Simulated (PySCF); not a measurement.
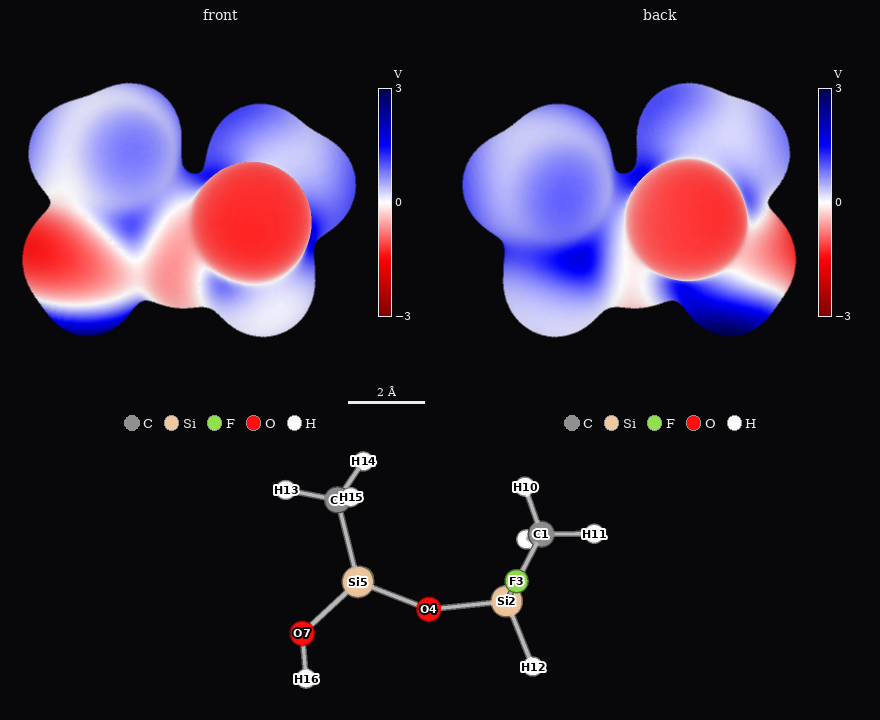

Figure 1: C$_{2}$H$_{8}$F$_{2}$O$_{2}$Si$_{2}$. The electrostatic potential painted on the density surface at 0.002 e/bohr³, seen from the front and from behind; red is negative and blue positive. The bare structure is drawn below in the same view.

Geometry: GFN2-xTB.

All numbers below come from mPW1PW91/pcSseg-1, SCF density, in a acetone solvent model, non-relativistic in PySCF 2.14.0.

Input file:

```
{"job": {"xc": "mPW1PW91", "basis": "pcSseg-1", "solvent": "acetone", "kind": "nmr", "pop": true}, "charge": 0, "multiplicity": 1}
C      2.308912     0.861817     0.284381
Si     1.613812    -0.888844     0.174006
F      1.383313    -1.431907     1.674373
O      0.152023    -0.937103    -0.511469
Si    -1.245004    -0.246519    -0.947289
C     -2.097772     0.719543     0.419265
O     -2.253947    -1.354050    -1.534913
F     -0.808543     0.732328    -2.159435
H      2.268924     1.363302    -0.677930
H      1.738857     1.461556     0.991309
H      3.342844     0.862357     0.616064
H      2.385775    -1.902665    -0.517786
H     -3.131513     0.925058     0.162821
H     -1.601932     1.670385     0.590742
H     -2.089779     0.167428     1.353412
H     -1.973568    -1.993741    -2.185698
```

Run with:

```sh
OMP_NUM_THREADS=1 python ens_run.py task.json out
```

### Where is the surface potential most negative and most positive?

The most negative region (about −1.3 V) lies over O7, the most positive (about +2.8 V) over H16. O7 is the likeliest acceptor of a hydrogen bond.

### How polar is the molecule by this calculation?

Its dipole moment is 1.19 D.
